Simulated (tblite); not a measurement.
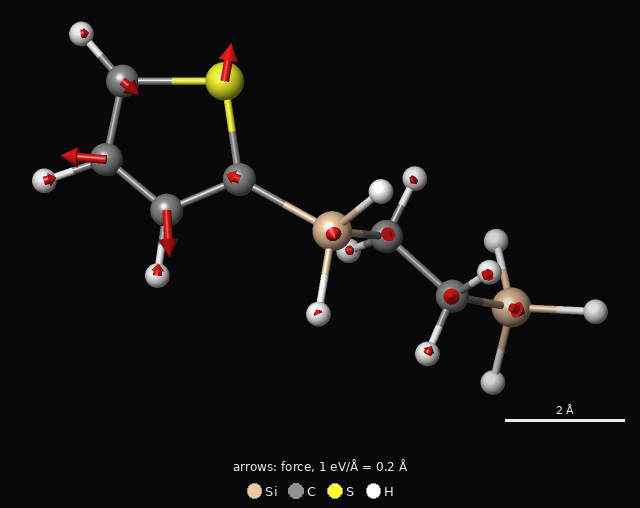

Starting geometry of C₆H₁₂SSi₂ with the computed forces as red arrows. Style: ball-and-stick. Shown from a free direction.

The calculation used tblite, GFN2-xTB geometry optimisation, gas phase. 

Q: Is this structure relaxed? If not, where do the atoms go?

A: It isn't relaxed: the largest force vector, on C atoms, is 3.98 eV/Å. The final displacements have little in common with the starting forces (cosine between the two patterns 0.14). Over 87 geometry steps the energy falls by 18.8 kcal/mol. The atom that moves furthest after the best rigid fit is an H atom (0.63 Å). By element the largest moves are H 0.63 Å, C 0.24 Å, Si 0.16 Å, S 0.08 Å. Some distances before and after: C–Si 1.842 → 1.904 Å, C–C 1.355 → 1.411 Å, C–S 1.686 → 1.735 Å, C–Si 1.826 → 1.875 Å. Bond angles that change, for instance: S–C–H 131.8° → 119.5°, C–C–S 101.5° → 111.9°, C–S–C 99.1° → 91.8°. Groups turn about C–Si by about 40°. The run took 1.7 s on 1 thread of Arm Neoverse N1, on a shared host.
